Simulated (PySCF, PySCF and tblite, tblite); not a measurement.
# C₈H₁₂O₂: conformers and averaged spectra

Aim: find the conformers of C₈H₁₂O₂ (`CC(=O)O[C@@H]1C[C@H]2C[C@@H]1C2`), weigh them, and average their properties.

Computed with tblite 0.8.0 (tight binding) and PySCF 2.14.0 (DFT, with response routines of our own); each step states its level. Atoms count from 0 throughout.

## 1. The starting structure

22 atoms, charge 0, multiplicity 1; geometry from: MMFF94s geometry.

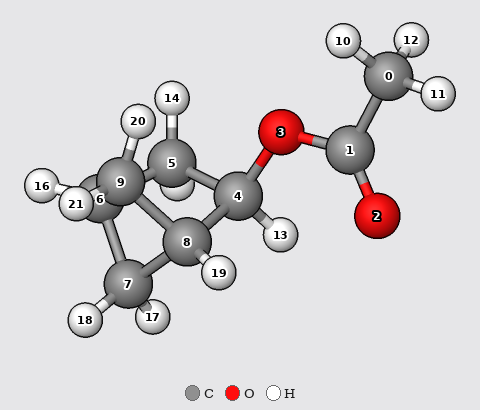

The starting geometry (carbon grey, oxygen red, hydrogen white), atoms numbered.

## 2. GFN2-xTB relaxation, conformer 1

The job: settings as JSON, then the geometry in Å.

```
{"job": {"xc": "GFN2-xTB", "basis": "xTB", "kind": "relax"}, "charge": 0, "multiplicity": 1}
C      3.473800     0.424400     0.106600
C      2.242000    -0.265400    -0.422200
O      2.225700    -1.344200    -0.952900
O      1.159800     0.495500    -0.238600
C     -0.087200    -0.021700    -0.703700
C     -1.152000     1.094300    -0.707200
C     -2.141900     0.480800     0.284800
C     -2.197400    -0.976500    -0.200600
C     -0.742700    -0.986800     0.292300
C     -1.201800    -0.017700     1.393300
H      3.262900     0.835600     1.119000
H      4.310500    -0.299300     0.136100
H      3.725200     1.270300    -0.574400
H      0.075200    -0.487600    -1.681000
H     -0.725000     2.030100    -0.350400
H     -1.585500     1.252100    -1.693300
H     -3.040100     1.051200     0.502900
H     -2.371500    -1.149200    -1.260800
H     -2.850100    -1.607300     0.396600
H     -0.201600    -1.903400     0.504600
H     -0.463900     0.682700     1.777800
H     -1.719500    -0.514100     2.209300
```

Run with:

```
$ OMP_NUM_THREADS=1 python ens_run.py task.json out
```

One launch serves the whole session.

The program printed:

```text
step      E/eV     max force
  0    -854.04801    0.835
  1    -854.07013    0.408
  2    -854.07788    0.257
  3    -854.07878    0.128
  4    -854.07914    0.129
  5    -854.07926    0.059
  6    -854.07931    0.026
  7    -854.07934    0.016
  8    -854.07936    0.014
  9    -854.07937    0.008
 10    -854.07937    0.005
 11    -854.07937    0.005
 12    -854.07938    0.004
```

Run time: 0.33 s. Hardware: 1 thread of AMD EPYC, shared host.

The energy fell by 0.031 eV, and the atoms moved 0.01 Å (root mean square).

## 3. Shieldings, conformer 1: wB97X-D/6-31G*

The job: settings as JSON, then the geometry in Å.

```
{"job": {"xc": "wB97X-D", "basis": "6-31G*", "kind": "nmr", "pop": true}, "charge": 0, "multiplicity": 1}
C      3.473211     0.425659     0.106327
C      2.241578    -0.264106    -0.422274
O      2.225551    -1.343129    -0.952789
O      1.159218     0.495988    -0.238520
C     -0.087549    -0.021757    -0.703512
C     -1.152226     1.094426    -0.707158
C     -2.142107     0.480743     0.284718
C     -2.197373    -0.976579    -0.200783
C     -0.742927    -0.986705     0.292588
C     -1.202117    -0.017548     1.393428
H      3.275391     0.828163     1.095711
H      4.299679    -0.277088     0.138737
H      3.725986     1.251762    -0.554879
H      0.075653    -0.487792    -1.680535
H     -0.725083     2.030053    -0.350036
H     -1.585368     1.252356    -1.693351
H     -3.040323     1.051008     0.502716
H     -2.370747    -1.149699    -1.261017
H     -2.850249    -1.607384     0.396248
H     -0.201801    -1.903269     0.505045
H     -0.463947     0.682840     1.777755
H     -1.719668    -0.514060     2.209483
```

The program printed:

```text
coarse grid: 18304 points
cycle   1  E = -462.2551979517  dE =  2.276e+00  |g| = 9.437e-01  |ddm| = 4.321e+00
cycle   2  E = -462.1604220830  dE =  9.478e-02  |g| = 1.244e+00  |ddm| = 1.504e+00
cycle   3  E = -462.4334387148  dE = -2.730e-01  |g| = 1.463e-01  |ddm| = 8.942e-01
cycle   4  E = -462.4368622687  dE = -3.424e-03  |g| = 6.939e-02  |ddm| = 1.461e-01
cycle   5  E = -462.4377316960  dE = -8.694e-04  |g| = 1.314e-02  |ddm| = 5.274e-02
cycle   6  E = -462.4377712430  dE = -3.955e-05  |g| = 3.726e-03  |ddm| = 1.408e-02
cycle   7  E = -462.4377752544  dE = -4.011e-06  |g| = 9.797e-04  |ddm| = 5.467e-03
final grid: 176544 points
cycle   8  E = -462.3486761898  dE = -1.959e-04  |g| = 8.505e-03  |ddm| = 5.533e-02
cycle   9  E = -462.3486830759  dE = -6.886e-06  |g| = 7.495e-03  |ddm| = 1.682e-02
cycle  10  E = -462.3486961758  dE = -1.310e-05  |g| = 6.290e-04  |ddm| = 7.381e-03
cycle  11  E = -462.3486962604  dE = -8.453e-08  |g| = 4.773e-04  |ddm| = 1.100e-03
cycle  12  E = -462.3486963018  dE = -4.146e-08  |g| = 1.078e-04  |ddm| = 4.281e-04
cycle  13  E = -462.3486963042  dE = -2.371e-09  |g| = 3.745e-05  |ddm| = 1.067e-04
cycle  14  E = -462.3486963045  dE = -3.048e-10  |g| = 1.309e-05  |ddm| = 5.307e-05
converged SCF energy = -462.3486963045

GIAO shielding tensors (ppm)
atom      isotropic    diamagn.    paramagn.     s11        s22        s33       span
  0 C      174.781     251.953     -77.172    153.272    168.875    202.195     48.922
  1 C       35.161     243.820    -208.659    -54.061     68.145     91.400    145.462
  2 O      -65.341     401.621    -466.963   -338.265   -174.138    316.379    654.644
  3 O      137.946     400.523    -262.577    -25.816    202.453    237.200    263.016
  4 C      124.373     241.793    -117.420     91.755    121.225    160.138     68.382
  5 C      162.412     249.864     -87.452    153.924    159.917    173.394     19.471
  6 C      160.243     251.585     -91.342    144.440    156.015    180.273     35.833
  7 C      160.292     254.350     -94.059    151.350    159.022    170.504     19.153
  8 C      153.910     244.727     -90.818    137.920    154.908    168.901     30.981
  9 C      162.567     250.896     -88.329    151.469    162.244    173.987     22.518
 10 H       30.612      30.141       0.470     26.438     31.057     34.340      7.902
 11 H       30.825      27.334       3.491     26.797     29.337     36.340      9.543
 12 H       30.433      28.336       2.097     27.027     29.447     34.826      7.799
 13 H       27.224      31.901      -4.677     22.840     28.692     30.140      7.300
 14 H       30.739      31.699      -0.960     26.680     28.803     36.735     10.055
 15 H       30.474      31.352      -0.878     26.708     27.749     36.965     10.257
 16 H       30.110      30.950      -0.840     25.331     27.033     37.965     12.634
 17 H       31.447      31.881      -0.435     26.673     28.629     39.039     12.366
 18 H       30.778      32.010      -1.232     27.033     28.347     36.954      9.921
 19 H       29.781      31.508      -1.727     24.513     29.009     35.821     11.308
 20 H       31.028      32.197      -1.169     25.523     29.838     37.722     12.199
 21 H       30.806      32.193      -1.386     27.085     28.807     36.526      9.442
```

Run time: 2.2 min. Hardware: 1 thread of AMD EPYC, shared host; peak memory 0.89 GiB.

In short: HOMO -9.45 eV, LUMO 2.70 eV; dipole 1.99 D.

Orbitals, density, ELF and potential are computed afterwards from the orbital file.

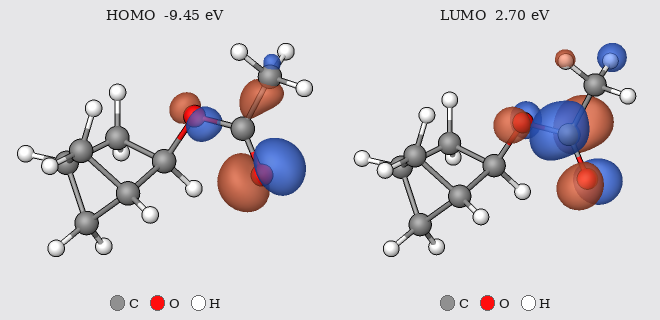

wB97X-D/6-31G* orbitals near the gap, drawn at the value that encloses 70 % of each; the two colours are the two signs.

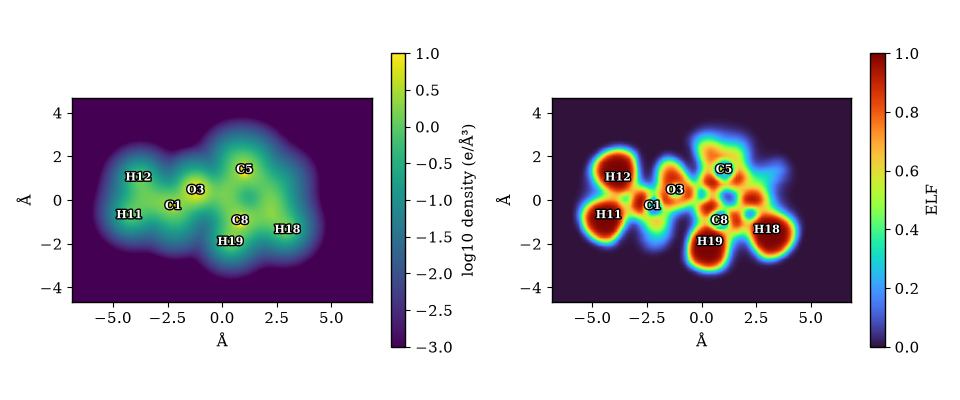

Density (left) and ELF (right) in a plane through or near 8 of the atoms.

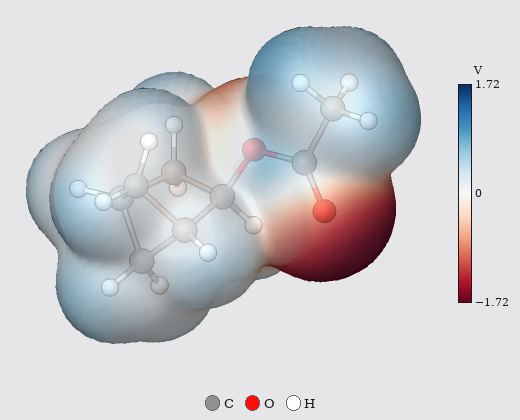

The potential that a unit positive charge feels on the 0.002 e/bohr³ surface, from the 1st to the 99th percentile, from -1.72 V near O2 to 0.85 V near H12.

## 4. Single-point energy, conformer 1: PBE0/def2-SVP

The job, as its differences from that of step 3:

```diff
@@ -1,2 +1,2 @@
-{"job": {"xc": "wB97X-D", "basis": "6-31G*", "kind": "nmr", "pop": true}, "charge": 0, "multiplicity": 1}
+{"job": {"xc": "PBE0", "basis": "def2-SVP", "kind": "sp"}, "charge": 0, "multiplicity": 1}
 C      3.473211     0.425659     0.106327
```

The program printed:

```text
coarse grid: 18304 points
cycle   1  E = -461.3985998305  dE =  1.717e+00  |g| = 8.969e-01  |ddm| = 5.026e+00
cycle   2  E = -461.0918966983  dE =  3.067e-01  |g| = 1.558e+00  |ddm| = 2.319e+00
cycle   3  E = -461.5481655397  dE = -4.563e-01  |g| = 2.723e-01  |ddm| = 1.656e+00
cycle   4  E = -461.5622602545  dE = -1.409e-02  |g| = 7.886e-02  |ddm| = 3.078e-01
cycle   5  E = -461.5632827001  dE = -1.022e-03  |g| = 2.381e-02  |ddm| = 7.446e-02
cycle   6  E = -461.5634076351  dE = -1.249e-04  |g| = 4.864e-03  |ddm| = 2.413e-02
cycle   7  E = -461.5634124285  dE = -4.793e-06  |g| = 1.415e-03  |ddm| = 8.070e-03
final grid: 176544 points
cycle   8  E = -461.6445752146  dE = -4.343e-05  |g| = 1.474e-02  |ddm| = 7.129e-02
cycle   9  E = -461.6445174760  dE =  5.774e-05  |g| = 2.250e-02  |ddm| = 3.853e-02
cycle  10  E = -461.6446215860  dE = -1.041e-04  |g| = 2.352e-03  |ddm| = 2.321e-02
cycle  11  E = -461.6446226398  dE = -1.054e-06  |g| = 4.872e-04  |ddm| = 2.408e-03
cycle  12  E = -461.6446226803  dE = -4.056e-08  |g| = 1.763e-04  |ddm| = 6.932e-04
cycle  13  E = -461.6446226864  dE = -6.117e-09  |g| = 3.995e-05  |ddm| = 2.034e-04
cycle  14  E = -461.6446226867  dE = -3.042e-10  |g| = 1.160e-05  |ddm| = 7.042e-05
converged SCF energy = -461.6446226867
```

Wall time 47 s (1 thread of AMD EPYC, shared host); peak memory 0.68 GiB.

In short: HOMO -7.71 eV, LUMO 0.61 eV; dipole 1.92 D.

## 5. Averages: properties at wB97X-D/6-31G*

The job: settings as JSON, then the geometry in Å.

```
{"job": {"study": "conf", "smiles": "CC(=O)O[C@@H]1C[C@H]2C[C@@H]1C2", "search": {"seed": 5921, "n_embed": 90, "ff_keep": 18, "window": 3.0, "nmax": 10, "temps": [250, 273.15, 298.15, 323.15, 373.15], "t_ref": 298.15, "order": 0.0005}, "level": {"nmr": {"xc": "wB97X-D", "basis": "6-31G*"}, "sp": {"xc": "PBE0", "basis": "def2-SVP"}}, "kind": "conf"}, "charge": 0, "multiplicity": 1}
C      3.473211     0.425659     0.106327
C      2.241578    -0.264106    -0.422274
O      2.225551    -1.343129    -0.952789
O      1.159218     0.495988    -0.238520
C     -0.087549    -0.021757    -0.703512
C     -1.152226     1.094426    -0.707158
C     -2.142107     0.480743     0.284718
C     -2.197373    -0.976579    -0.200783
C     -0.742927    -0.986705     0.292588
C     -1.202117    -0.017548     1.393428
H      3.275391     0.828163     1.095711
H      4.299679    -0.277088     0.138737
H      3.725986     1.251762    -0.554879
H      0.075653    -0.487792    -1.680535
H     -0.725083     2.030053    -0.350036
H     -1.585368     1.252356    -1.693351
H     -3.040323     1.051008     0.502716
H     -2.370747    -1.149699    -1.261017
H     -2.850249    -1.607384     0.396248
H     -0.201801    -1.903269     0.505045
H     -0.463947     0.682840     1.777755
H     -1.719668    -0.514060     2.209483
```

The program printed:

```text
conformer  sym    E(xTB)   E(DFT)   G(298.15 K)  weight  dipole/D
    1     C1      0.000    0.000    0.000   1.0000    1.922

mean shielding (ppm) by class
class atoms           250 K   273.15 K   298.15 K   323.15 K   373.15 K
  0 C  0            174.781    174.781    174.781    174.781    174.781
  1 C  1             35.161     35.161     35.161     35.161     35.161
  2 O  2            -65.341    -65.341    -65.341    -65.341    -65.341
  3 O  3            137.946    137.946    137.946    137.946    137.946
  4 C  4            124.373    124.373    124.373    124.373    124.373
  5 C  5            162.412    162.412    162.412    162.412    162.412
  6 C  6            160.243    160.243    160.243    160.243    160.243
  7 C  7            160.292    160.292    160.292    160.292    160.292
  8 C  8             153.91     153.91     153.91     153.91     153.91
  9 C  9            162.567    162.567    162.567    162.567    162.567
 10 H  10,11,12      30.623     30.623     30.623     30.623     30.623
 11 H  13            27.224     27.224     27.224     27.224     27.224
 12 H  14            30.739     30.739     30.739     30.739     30.739
 13 H  15            30.474     30.474     30.474     30.474     30.474
 14 H  16             30.11      30.11      30.11      30.11      30.11
 15 H  17            31.447     31.447     31.447     31.447     31.447
 16 H  18            30.778     30.778     30.778     30.778     30.778
 17 H  19            29.781     29.781     29.781     29.781     29.781
 18 H  20            31.028     31.028     31.028     31.028     31.028
 19 H  21            30.806     30.806     30.806     30.806     30.806
```

Wall time 3.2 min (1 thread of AMD EPYC, shared host). This counts the runs that the step sums up.

The search (ETKDG, MMFF94s, GFN2-xTB) embedded 90 structures, kept 2 distinct ones after the force field and 1 after xTB; 1 was carried on (window 3.0 kcal/mol at the search's own energies). Energies: PBE0/def2-SVP with D3(BJ).

Conformer by conformer (298 K):

```csv
no.,group,mirror pair,ΔE xTB,ΔE DFT,ΔG,weight (%),μ (D),O2–C1–O3–C4 (°),C1–O3–C4–C5 (°),"A, B, C (GHz)"
1,C1,no,0.00,0.00,0.00,100.0,1.92,0,-167,"3.23, 0.85, 0.81"
```

Energies in kcal/mol. ΔG holds xTB vibrations and rotation, symmetry numbers and mirror pairs.

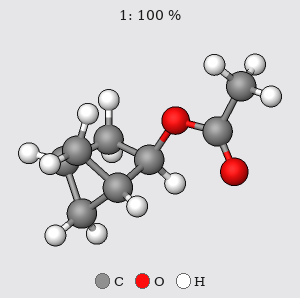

The one conformer.

Shifts against references run at the same level (¹H TMS 32.52, ¹³C TMS 196.9, ¹⁷O H2O 326.7 ppm of shielding), by class of atoms, at 298 K:

```csv
atoms,environment,average
C1,ester carbonyl carbon,161.7
C4,sp3 CH bonded to O,72.5
C8,sp3 CH in a ring,42.9
C6,sp3 CH in a ring,36.6
C7,sp3 CH2 in a ring,36.6
C5,sp3 CH2 in a ring,34.4
C9,sp3 CH2 in a ring,34.3
C0,methyl carbon α to a carbonyl,22.1
H13,hydrogen on an sp3 CH bonded to O,5.29
H19,hydrogen on an sp3 CH in a ring,2.74
H16,hydrogen on an sp3 CH in a ring,2.41
H15,hydrogen on an sp3 CH2 in a ring,2.04
"H10, H11, H12",hydrogen on a methyl carbon α to a carbonyl,1.89
H14,hydrogen on an sp3 CH2 in a ring,1.78
H18,hydrogen on an sp3 CH2 in a ring,1.74
H21,hydrogen on an sp3 CH2 in a ring,1.71
H20,hydrogen on an sp3 CH2 in a ring,1.49
H17,hydrogen on an sp3 CH2 in a ring,1.07
O2,ester carbonyl oxygen,392.0
O3,ester alkoxy oxygen,188.7
```

Effective distances for nuclear Overhauser effects, ⟨r⁻⁶⟩^(−1/6) over all pairs of two classes (Å): H14···H15 1.77; H17···H18 1.78; H20···H21 1.79; H18···H21 2.40; H13···H15 2.41; H14···H20 2.53; H15···H17 2.56; H13···H17 2.57.

## 6. Shieldings, conformer 1: BLYP/cc-pVDZ

The job, as its differences from that of step 4:

```diff
@@ -1,2 +1,2 @@
-{"job": {"xc": "PBE0", "basis": "def2-SVP", "kind": "sp"}, "charge": 0, "multiplicity": 1}
+{"job": {"xc": "BLYP", "basis": "cc-pVDZ", "kind": "nmr", "pop": false}, "charge": 0, "multiplicity": 1}
 C      3.473211     0.425659     0.106327
```

The program printed:

```text
coarse grid: 18304 points
cycle   1  E = -461.9995497652  dE =  1.506e+00  |g| = 1.134e+00  |ddm| = 9.488e+00
cycle   2  E = -461.0118568661  dE =  9.877e-01  |g| = 2.416e+00  |ddm| = 5.082e+00
cycle   3  E = -462.1902020605  dE = -1.178e+00  |g| = 6.223e-01  |ddm| = 3.607e+00
cycle   4  E = -462.2676457036  dE = -7.744e-02  |g| = 1.642e-01  |ddm| = 8.949e-01
cycle   5  E = -462.2713305292  dE = -3.685e-03  |g| = 8.026e-02  |ddm| = 2.857e-01
cycle   6  E = -462.2727337026  dE = -1.403e-03  |g| = 1.649e-02  |ddm| = 1.344e-01
cycle   7  E = -462.2727891764  dE = -5.547e-05  |g| = 5.507e-03  |ddm| = 2.972e-02
cycle   8  E = -462.2727962627  dE = -7.086e-06  |g| = 1.176e-03  |ddm| = 1.063e-02
final grid: 176544 points
cycle   9  E = -462.3086073662  dE = -6.490e-05  |g| = 1.198e-02  |ddm| = 9.504e-02
cycle  10  E = -462.3085245655  dE =  8.280e-05  |g| = 2.223e-02  |ddm| = 5.524e-02
cycle  11  E = -462.3086390581  dE = -1.145e-04  |g| = 4.745e-03  |ddm| = 3.563e-02
cycle  12  E = -462.3086433309  dE = -4.273e-06  |g| = 1.071e-03  |ddm| = 6.228e-03
cycle  13  E = -462.3086435413  dE = -2.104e-07  |g| = 3.060e-04  |ddm| = 1.621e-03
cycle  14  E = -462.3086435594  dE = -1.817e-08  |g| = 6.916e-05  |ddm| = 4.522e-04
cycle  15  E = -462.3086435603  dE = -8.924e-10  |g| = 2.255e-05  |ddm| = 1.222e-04
converged SCF energy = -462.3086435603

GIAO shielding tensors (ppm)
atom      isotropic    diamagn.    paramagn.     s11        s22        s33       span
  0 C      170.604     249.912     -79.308    146.407    166.797    198.607     52.200
  1 C       30.808     254.459    -223.651    -56.514     65.004     83.932    140.446
  2 O      -76.348     405.774    -482.121   -344.227   -178.500    293.684    637.911
  3 O      112.199     397.739    -285.540    -47.669    178.670    205.595    253.264
  4 C      113.718     249.671    -135.953     79.192    112.865    149.097     69.906
  5 C      152.664     252.703    -100.039    141.835    150.268    165.889     24.055
  6 C      148.384     246.372     -97.989    131.288    146.343    167.520     36.232
  7 C      150.357     252.569    -102.212    140.874    149.538    160.658     19.784
  8 C      142.484     247.072    -104.588    125.676    145.844    155.931     30.255
  9 C      153.642     251.241     -97.599    141.110    155.039    164.776     23.666
 10 H       29.872      32.349      -2.477     25.870     30.328     33.418      7.548
 11 H       30.247      25.918       4.330     26.646     28.736     35.360      8.714
 12 H       29.697      28.424       1.273     26.430     28.894     33.768      7.338
 13 H       26.497      36.050      -9.552     22.499     28.169     28.824      6.325
 14 H       30.135      33.725      -3.591     26.332     28.518     35.553      9.221
 15 H       29.723      31.235      -1.512     26.373     27.149     35.649      9.277
 16 H       29.269      30.019      -0.750     24.894     26.558     36.355     11.460
 17 H       30.728      32.329      -1.602     26.291     28.067     37.825     11.534
 18 H       30.075      29.697       0.379     26.635     28.007     35.584      8.948
 19 H       28.994      35.500      -6.505     24.135     28.560     34.288     10.153
 20 H       30.330      35.508      -5.177     25.023     29.384     36.585     11.562
 21 H       30.178      30.784      -0.606     26.775     28.619     35.139      8.364
```

Wall time 2.7 min (1 thread of AMD EPYC, shared host); peak memory 0.74 GiB.

Key values: HOMO -5.67 eV, LUMO -0.25 eV; dipole 1.80 D.

## 7. Boltzmann average: properties at BLYP/cc-pVDZ

The job, as its differences from that of step 5:

```diff
@@ -1,2 +1,2 @@
-{"job": {"study": "conf", "smiles": "CC(=O)O[C@@H]1C[C@H]2C[C@@H]1C2", "search": {"seed": 5921, "n_embed": 90, "ff_keep": 18, "window": 3.0, "nmax": 10, "temps": [250, 273.15, 298.15, 323.15, 373.15], "t_ref": 298.15, "order": 0.0005}, "level": {"nmr": {"xc": "wB97X-D", "basis": "6-31G*"}, "sp": {"xc": "PBE0", "basis": "def2-SVP"}}, "kind": "conf"}, "charge": 0, "multiplicity": 1}
+{"job": {"study": "conf", "smiles": "CC(=O)O[C@@H]1C[C@H]2C[C@@H]1C2", "search": {"seed": 5921, "n_embed": 90, "ff_keep": 18, "window": 3.0, "nmax": 10, "temps": [250, 273.15, 298.15, 323.15, 373.15], "t_ref": 298.15, "order": 0.0005}, "level": {"nmr": {"xc": "BLYP", "basis": "cc-pVDZ"}, "change": "BLYP/cc-pVDZ", "top": 4}, "kind": "conf"}, "charge": 0, "multiplicity": 1}
 C      3.473211     0.425659     0.106327
```

The program printed:

```text
conformer  sym    E(xTB)   E(DFT)   G(298.15 K)  weight  dipole/D
    1     C1      0.000    0.000    0.000   1.0000    1.797

mean shielding (ppm) by class
class atoms           250 K   273.15 K   298.15 K   323.15 K   373.15 K
  0 C  0            170.603    170.603    170.603    170.603    170.603
  1 C  1             30.808     30.808     30.808     30.808     30.808
  2 O  2            -76.347    -76.347    -76.347    -76.347    -76.347
  3 O  3            112.199    112.199    112.199    112.199    112.199
  4 C  4            113.718    113.718    113.718    113.718    113.718
  5 C  5            152.664    152.664    152.664    152.664    152.664
  6 C  6            148.383    148.383    148.383    148.383    148.383
  7 C  7            150.357    150.357    150.357    150.357    150.357
  8 C  8            142.484    142.484    142.484    142.484    142.484
  9 C  9            153.642    153.642    153.642    153.642    153.642
 10 H  10,11,12      29.939     29.939     29.939     29.939     29.939
 11 H  13            26.497     26.497     26.497     26.497     26.497
 12 H  14            30.134     30.134     30.134     30.134     30.134
 13 H  15            29.724     29.724     29.724     29.724     29.724
 14 H  16            29.269     29.269     29.269     29.269     29.269
 15 H  17            30.728     30.728     30.728     30.728     30.728
 16 H  18            30.075     30.075     30.075     30.075     30.075
 17 H  19            28.994     28.994     28.994     28.994     28.994
 18 H  20             30.33      30.33      30.33      30.33      30.33
 19 H  21            30.178     30.178     30.178     30.178     30.178
```

Wall time 2.7 min (1 thread of AMD EPYC, shared host). This counts the runs that the step sums up.

Against the first level, at 298 K (shifts, ppm; largest changes first):

```csv
atoms,wB97X-D/6-31G*,BLYP/cc-pVDZ,change
O3,188.7,230.2,+41.5
O2,392.0,418.7,+26.7
C6,36.6,43.6,+7.0
C8,42.9,49.5,+6.6
C4,72.5,78.3,+5.8
C7,36.6,41.6,+5.1
C5,34.4,39.3,+4.9
C9,34.3,38.4,+4.1
C0,22.1,21.4,-0.7
C1,161.7,161.2,-0.5
```

Weights: from PBE0/def2-SVP energies 1: 100 %; from BLYP/cc-pVDZ energies 1: 100 % (with a dispersion term where the level has one and the same thermal terms, so they don't follow from the SCF energies alone). Times: 3.2 min and 2.7 min.

## 8. What came out

```
                            quantity                                                           value
                          conformers            1; the first in weight is no. 1 (C1), 100 % at 298 K
             root-mean-square dipole                                                          1.92 D
averaged ¹³C shifts (wB97X-D/6-31G*)             161.7, 72.5, 42.9, 36.6, 36.6, 34.4, 34.3, 22.1 ppm
 averaged ¹H shifts (wB97X-D/6-31G*)  5.29, 2.74, 2.41, 2.04, 1.89, 1.78, 1.74, 1.71, 1.49, 1.07 ppm
```

What this shows: The search found one conformer in the window, so the averages are its own values. Conformer 1 (100 % of the weight) has an imaginary mode: no true minimum, yet counted in the averages. Going from wB97X-D/6-31G* to BLYP/cc-pVDZ moves O3 most, by 41.5 ppm.
